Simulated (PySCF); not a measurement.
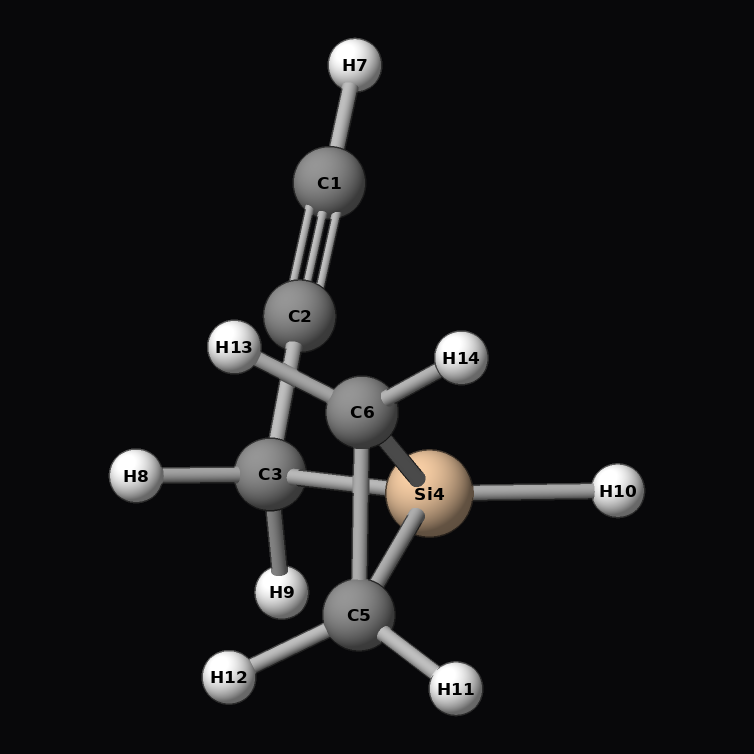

The questions are on isotropic NMR shieldings of the C atoms. Computed geometry: PBE0-D3(BJ)/def2-SVP optimisation. No frequency run is at hand to confirm it as a minimum. Method: GIAO B97-D/pcSseg-1 NMR shielding, non-relativistic, gas phase (PySCF 2.14.0).

Question: Which C atom is the most shielded (lowest chemical shift)?

Answer: C6 (183.7 ppm).

Question: Which C atom is the least shielded (highest chemical shift)?

Answer: C2 (102.5 ppm).

Question: How wide is the range of C shifts?

Answer: 81.2 ppm.

Give the isotropic NMR shieldings of the C atoms atom by atom.

```json
{"atom": "C1", "σ (ppm)": "113.1"}
{"atom": "C2", "σ (ppm)": "102.5"}
{"atom": "C3", "σ (ppm)": "175.5"}
{"atom": "C5", "σ (ppm)": "183.4"}
{"atom": "C6", "σ (ppm)": "183.7"}
```
